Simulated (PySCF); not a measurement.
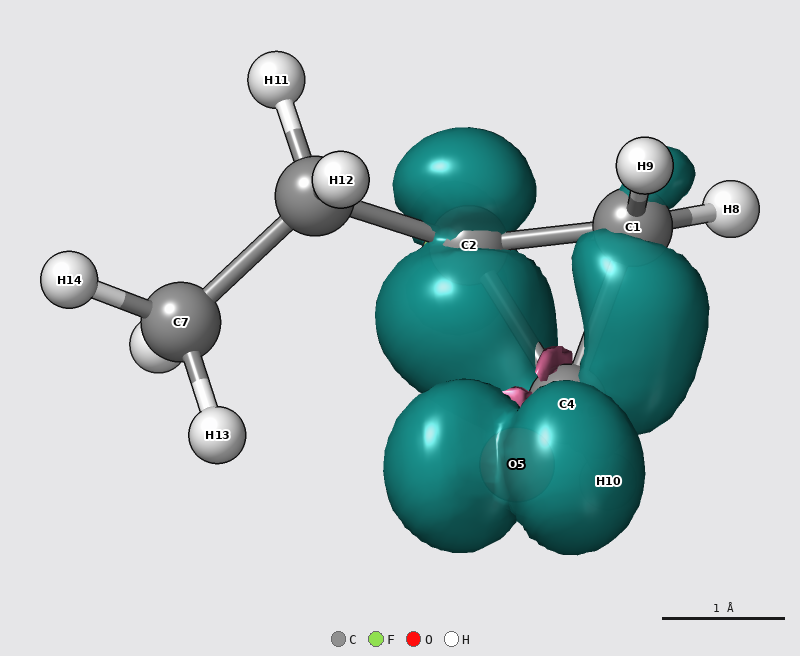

The picture shows: C5H8FO (doublet). Isosurfaces of the spin density (α minus β) at +0.03 (teal) and −0.03 e/Å³ (pink), seen across its widest extent.

Geometry: GFN2-xTB.

The calculation used PySCF, UKS B3LYP, pcH-1 on C F H O, non-relativistic, mean-field spin-orbit, GIAO.

```csv
atom,x (Å),y (Å),z (Å)
C,-1.7041,-0.2226,0.7656
C,-0.5828,-0.4493,-0.1455
F,-0.8931,-0.9193,-1.3784
C,-1.1928,1.0822,0.0825
O,-0.4862,1.9229,0.6761
C,0.8384,-0.6777,0.2571
C,1.8173,0.0715,-0.6468
H,-2.6834,-0.5509,0.4508
H,-1.5023,-0.2832,1.8243
H,-1.7757,1.3610,-0.8052
H,1.0338,-1.7540,0.2012
H,0.9606,-0.3464,1.2880
H,1.6548,1.1418,-0.5425
H,2.8402,-0.1581,-0.3621
H,1.6709,-0.2101,-1.6870
```

Which atoms carry the spin?

The unpaired spin (1 electron) lies mostly on O5 (about 0.5), C2 (about 0.2), C4 (about 0.1) and C1 (about 0.1), in electrons by Hirshfeld's partition.
